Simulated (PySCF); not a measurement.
# C2H7FSi2: the cost of one run

Computed with PySCF 2.14.0, with density-fitted response routines of our own, on a single molecule in the gas phase. Atoms are numbered from 0 throughout.

## 1. Starting geometry

12 atoms, charge 0, multiplicity 1; geometry from: PBE0-D3(BJ)/def2-SVP.

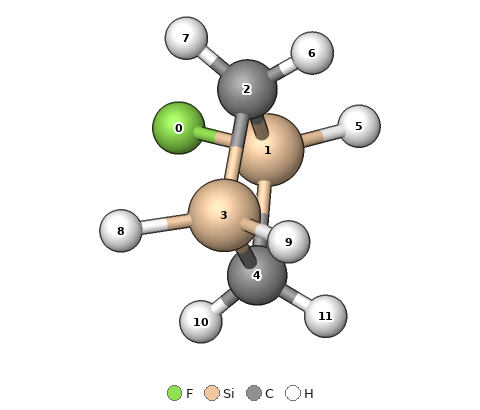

The starting geometry (fluorine green, silicon light orange, carbon grey, hydrogen white), atoms numbered; sticks join atoms by distance.

## 2. NMR shieldings: PBE0/6-31G*

What the job is given:

```
{"job": {"kind": "nmr", "xc": "PBE0", "basis": "6-31G*", "pop": true}, "charge": 0, "multiplicity": 1}
F      1.332585     0.140927     2.141309
Si     1.175111    -0.123254     0.539621
C     -0.218661    -1.338836     0.172580
Si    -1.212289     0.133504    -0.528383
C      0.277537     1.305420    -0.301241
H      2.531843    -0.469374     0.024993
H      0.046005    -2.104792    -0.574272
H     -0.655892    -1.846933     1.045469
H     -2.380009     0.504097     0.326836
H     -1.665284    -0.037426    -1.942594
H      0.100874     2.190045     0.329459
H      0.742840     1.641362    -1.241594
```

Method: GIAO PBE0/6-31G* NMR shielding, non-relativistic, gas phase.

On the command line:

```bash
OMP_NUM_THREADS=1 python probes_run.py task.json out
```

The driver reads the jobs from task.json and runs them one after another.

**Question.** How long does this first job take on 1 thread of Arm Neoverse V1, shared host, and how much memory does it need?

About 8 s, with a peak of 0.53 GiB.
